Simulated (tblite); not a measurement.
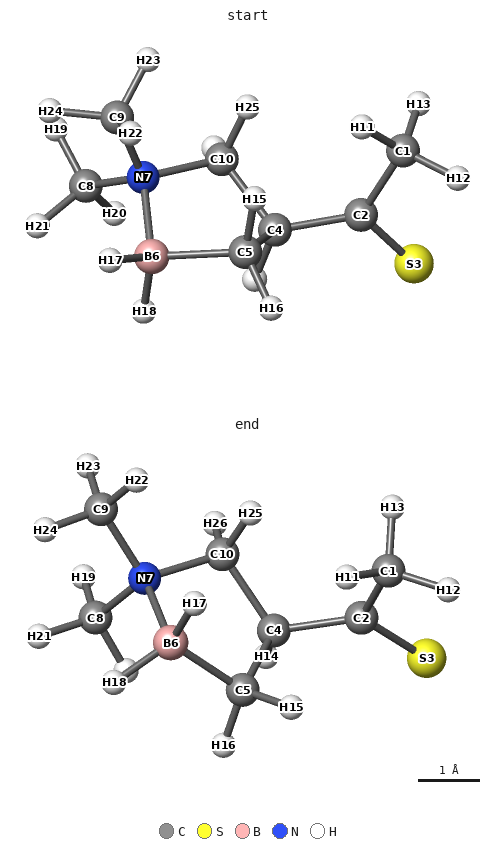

The structure of C7H16BNS before (top) and after (bottom) a relaxation, at one scale.

Style: ball-and-stick. Shown at a tilt.

These are results of tblite, GFN2-xTB geometry optimisation, gas phase, not measurements. 

**What changed between the two?**

H15 moves most after the best rigid fit: 1.88 Å. By element the largest moves are H 1.88 Å, C 0.81 Å, B 0.70 Å, S 0.39 Å, N 0.17 Å. Some distances before and after: C2–S3 1.459 → 1.630 Å, B6–N7 1.535 → 1.644 Å, C1–H11 1.125 → 1.088 Å, C4–C10 1.499 → 1.535 Å. Bond angles that change, for instance: H15–C5–H16 115.0° → 105.5°, C4–C5–B6 96.7° → 105.8°, C5–B6–H18 106.7° → 115.2°. Groups turn about C5–B6 by about 80°, B6–N7 by about 70°, C4–C5 by about 60°. After 202 geometry steps the energy has fallen by 186.8 kJ/mol.
